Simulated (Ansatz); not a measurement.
**Cl2H4OSi2: density, localisation and related maps**

Input

```
crystal:
  periodic: [false, false, false]
  atoms:
    - {symbol: O, position_ang: [-1.582803, 1.098694, 0.101236]}
    - {symbol: Si, position_ang: [-0.238606, 0.504071, -0.597737]}
    - {symbol: Si, position_ang: [0.758974, -1.022233, 0.850912]}
    - {symbol: Cl, position_ang: [-0.711299, -0.393107, -2.385614]}
    - {symbol: Cl, position_ang: [1.057910, 2.034619, -1.046606]}
    - {symbol: H, position_ang: [-2.108195, 1.747352, -0.373078]}
    - {symbol: H, position_ang: [1.979153, -1.551690, 0.191735]}
    - {symbol: H, position_ang: [-0.190033, -2.130322, 1.127075]}
    - {symbol: H, position_ang: [1.123399, -0.333684, 2.114975]}
basis:
  gaussian: {orbitals: def2-TZVPP}
hamiltonian: {xc: pbe0, dispersion: d4}
output: {orbitals: {seedname: orbitals}}
```

Run with:

```sh
ansatz run in.yaml --threads 4 --pin off --events-out ev --progress --plain --max-ram 10444MiB
```

Geometry: PBE0-D4/def2-TZVP.

Theory: RKS PBE0-D4/def2-TZVPP (Ansatz).

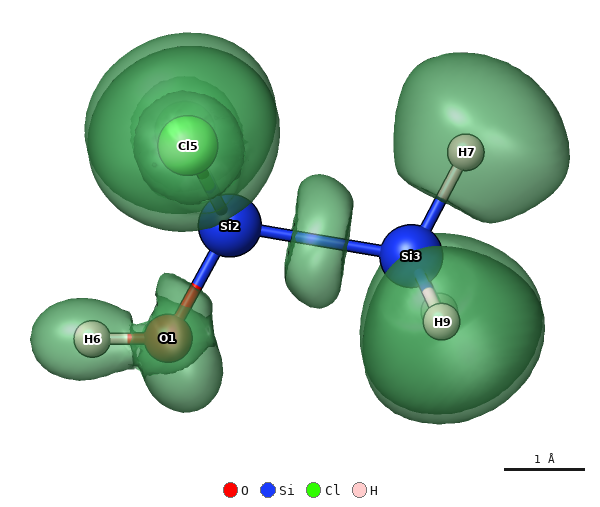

Figure 1. Isosurface of the electron localisation function at 0.8 (green), seen across its widest extent. Only the valence region is drawn (cores and ρ < 0.01 e/Å³ removed).

Q: What do the ELF domains correspond to?

A: At this value the surface marks out one region between bonded Si–Si atoms (shared pairs), three regions around hydrogen nuclei, two regions on Cl in which the atom's valence shell and bonds are merged and one joined region spread over several atoms (H, O), in which their bonds and any lone pairs are merged. Profiles from the grid: Si–O (1.63 Å): the ELF peaks at about 0.85 between the atoms (a short, strongly polar bond). Si–Cl (2.06 Å): the ELF peaks at about 0.85 between the atoms: a shared but strongly polarised pair.

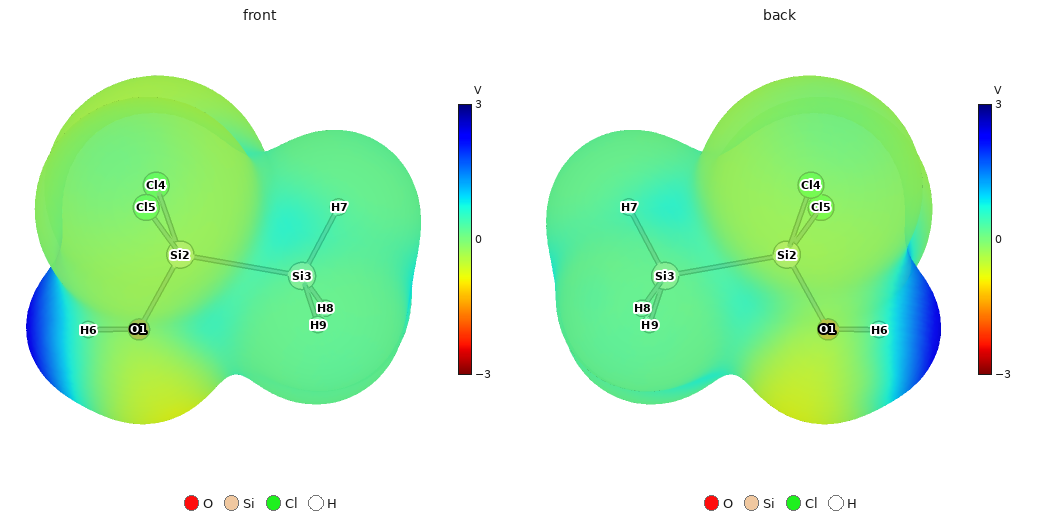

Figure 2. The electrostatic potential painted on the density surface at 0.001 e/bohr³, seen from the front and from behind; red is negative and blue positive.

Q: Which sites attract a positive test charge, and which a negative one?

A: A positive charge is drawn to the negative regions and a negative charge to the positive ones. The most negative region (about −0.7 V) lies over O1, the most positive (about +2.3 V) over H6.

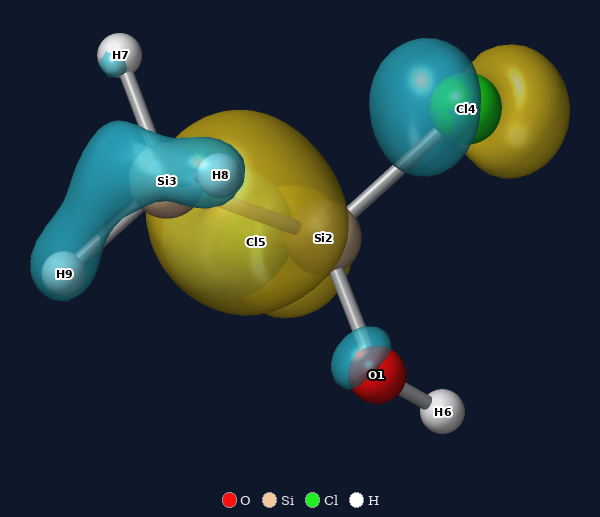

Figure 3. One frontier orbital at ±0.15 Å⁻³ᐟ² (yellow and cyan are the two phases), seen at an oblique angle.

Q: Which orbital is it: HOMO or LUMO?

A: The HOMO, at −8.54 eV. It lies mainly on Si3 (about 30 %), Si2 (about 20 %), Cl4 (about 20 %) and Cl5 (about 20 %).
